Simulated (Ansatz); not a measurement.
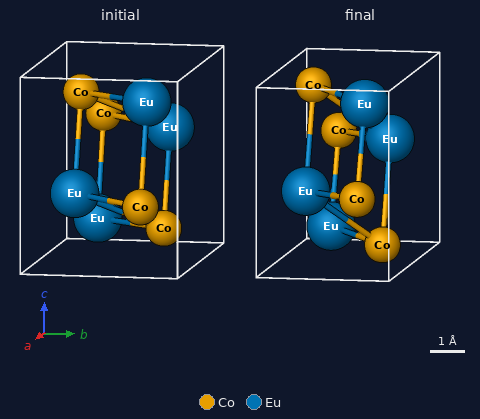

The structure of solid EuCo (a generated structure, set up in Pnma) before (left) and after (right) a relaxation, at one scale.

The picture is a ball-and-stick view of the cell of the calculation, seen slightly off an axis.

The start is a swapped structure.

These are results of Ansatz, DFT, PAW plane waves, PBE, not measurements. (plane-wave cutoff 420 eV; k-point mesh 3 × 5 × 4; occupations fermi dirac; smearing width 0.1 eV; collinear spin; cell and atoms relaxed; at most 40 steps)

### Summarise the run.

The largest moves relative to the cell, 0.44 Å, are those of Co atoms. By element the largest moves are Co 0.44 Å, Eu 0.20 Å. The drawn cell changes as follows: a 7.342 → 8.020 Å (+9.2 %), b 4.748 → 4.014 Å (−15.5 %), c 5.910 → 5.700 Å (−3.5 %); the volume changes by −10.9 %. Near-neighbour distances that change, for instance: Co–Co 3.049 → 2.237 Å, Co–Co 3.023 → 2.237 Å, Co–Eu 3.177 → 2.957 Å, Co–Eu 3.199 → 2.981 Å. The space group (tolerance 0.01 Å) goes from P1 (No. 1) to Pnma (No. 62). Over 8 accepted moves (10 points after the start) the energy falls by 304 meV per atom. The largest force component goes from 0.57 to 0.002 eV/Å. Pressure: −5.90 GPa at the start and 0.01 GPa at the end. The SCF was repeated twice at an unchanged geometry on a basis and grid sized afresh for the cell, which shifted the energy by 0.1 meV per atom at most. The program noted that the start was displaced slightly to test its symmetry. Cost: 33 min on 2 threads of Intel(R) Xeon(R) Platinum 8259CL CPU @ 2.50GHz (Skylake/Cascade Lake), with other jobs on the host, peak memory 1.4 GiB.

Limits of the set-up: 4f states are treated without a Hubbard U.
